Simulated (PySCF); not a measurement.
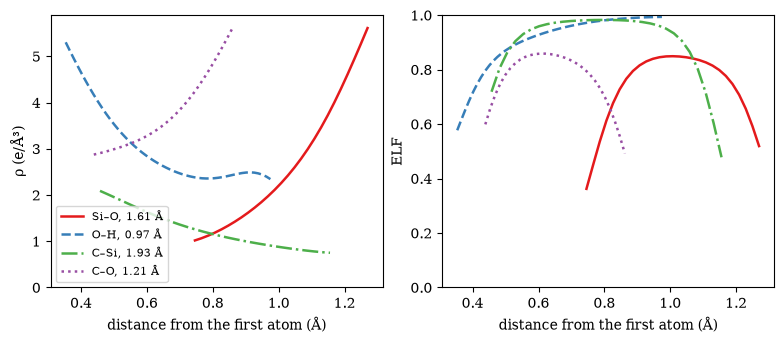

Figure. C₂H₆O₃Si (SMILES CO[SiH2]C(=O)O). Electron density and electron localisation function along straight lines between neighbouring atoms. The curves leave out the atomic cores.

Geometry: GFN2-xTB.

Theory: PBE0/pcSseg-1, SCF density, gas phase, non-relativistic (PySCF).

```xyz
12

C    -1.8505   -0.8745   -0.0795
O    -1.1055   -0.0050   -0.8924
Si    0.1098    1.0010   -0.5617
C     1.4465    0.0770    0.4719
O     1.2052   -0.8083    1.2606
O     2.7013    0.4857    0.2519
H    -2.2894   -1.6359   -0.7249
H    -2.6489   -0.3243    0.4225
H    -1.2154   -1.3498    0.6686
H    -0.2755    2.1580    0.2537
H     0.5953    1.2964   -1.8963
H     3.3282   -0.0210    0.7997
```

> Compare the contacts.

Si–O (1.61 Å): ρ at the midpoint is about 1.2 e/Å³; the ELF peaks at about 0.85 between the atoms (a polar covalent bond).
O–H (0.97 Å): the density is about 3.6 e/Å³ at the midpoint; the ELF climbs to about 1 towards the hydrogen, as it does in any bond to H (an ordinary covalent bond to hydrogen).
C–Si (1.93 Å): ρ at the midpoint is about 0.92 e/Å³; the ELF peaks at about 1 between the atoms, as expected for localised, covalent bonding.
C–O (1.21 Å): the density is about 3.3 e/Å³ at the midpoint; the ELF peaks at about 0.85 between the atoms; a short, multiple covalent bond.
